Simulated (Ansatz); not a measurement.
In doubt: masses and optical values from hybrid runs of this build are listed as unsure (in some of the runs), which bears on the screening that GW takes from such a start; one-shot GW on d or f shells is unsure (in some of the runs), so the values of those runs are not to be relied on.

Consider Cs2InAgCl6 (Fm-3m).

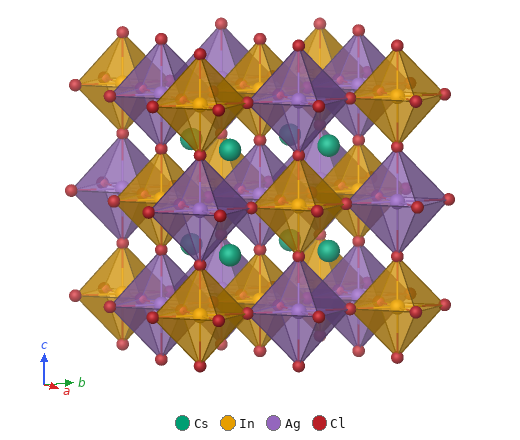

The structure (caesium teal, indium orange, silver purple, chlorine red). Some periodic images of atoms are drawn too.

```xyz
10
Lattice="0.0000 5.2345 5.2345 5.2345 0.0000 5.2345 5.2345 5.2345 0.0000" Properties=species:S:1:pos:R:3 pbc="T T T"
Cs    2.6172    2.6172    2.6172
Cs    7.8517    7.8517    7.8517
In    0.0000    0.0000    0.0000
Ag    5.2345    5.2345    5.2345
Cl    2.5104    5.2345    5.2345
Cl    5.2345    2.5104    5.2345
Cl    7.9586    5.2345    5.2345
Cl    5.2345    7.9586    5.2345
Cl    5.2345    5.2345    2.5104
Cl    5.2345    5.2345    7.9586
```

The cell and positions come from the Crystallography Open Database and are kept as given unless a step says otherwise. Spin-orbit coupling is left out unless a run names it.

Gaps computed with Ansatz 0.2.0 without a self-energy: HSE06 2.57 eV.

What gap should G0W0 on HSE06 give (4×4×4 mesh, 1573 empty bands, screening to 180 eV, hard PAW files)?

About 3.56 eV: on its mesh the run moves the gap from 2.58 eV by +0.98 eV. Bands and cutoff are finite, so the gap is not at the basis limit. The miss can reach some tenths of an eV and take either sign; the mesh is an error of its own. A d shell, filled or nearly so, lies near the gap. One-shot GW converges very slowly in bands there, not always from below, and on a semilocal start the gap tends to come out low; starts rich in exact exchange can overshoot instead. The many-body steps are scalar-relativistic: spin-orbit coupling is not in them.

[Paths, hosts, dates, memory and timing lines, banners, echoed tables and standing remarks are left out of the program output.]

[Logs are printed without paths, hosts, clocks, repeated set-up lines and the standing remarks that a program may print on its own settings, such as how far it seeks lower states.]

[Runs of the session that timed out or met a known fault of the program may be left out.]

[Cells called generated may have been cut or substituted from an entry of the Crystallography Open Database or the Materials Project.]

[Hosts, paths, dates, database ids (printed as entryN), source tags and the programs' standing remarks are cut or masked in the printed files.]
